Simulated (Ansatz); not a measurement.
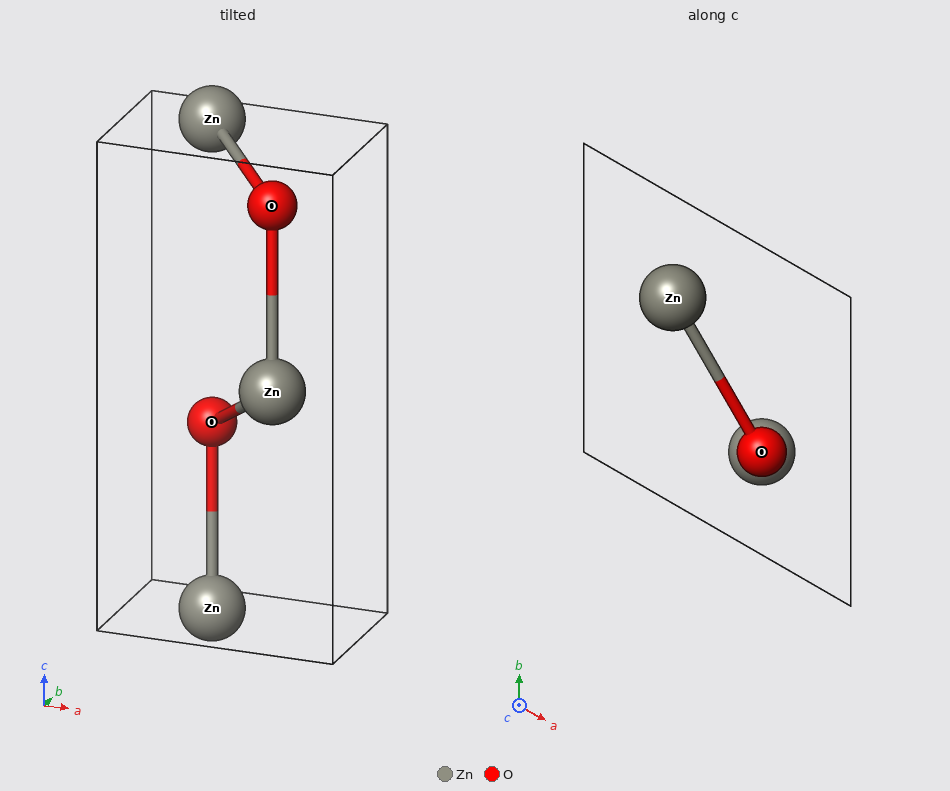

Structure drawing (ball-and-stick), viewed slightly off an axis and along the c axis. The conventional unit cell is drawn as a box. Cell: a = 3.250 Å, b = 3.250 Å, c = 5.222 Å, α = 90.00°, β = 90.00°, γ = 120.00°.

- Composition: ZnO.
- The space group is P6_3mc (No. 186); the lattice is primitive hexagonal.
- The arrangement is known as wurtzite.
- It has 4 atoms to the cell (2 Zn, 2 O).
- The coordination shell of Zn holds four O in a tetrahedral arrangement at about 2.0 Å. Around each O lie four Zn in a tetrahedral arrangement at about 2.0 Å.
- The bonds build a three-dimensional framework.

Source of the structure: a structure listed in the Materials Project. What is shown is the relaxed result from DFT HSE06, scalar-relativistic, plane waves, PAW in Ansatz 0.2.0.
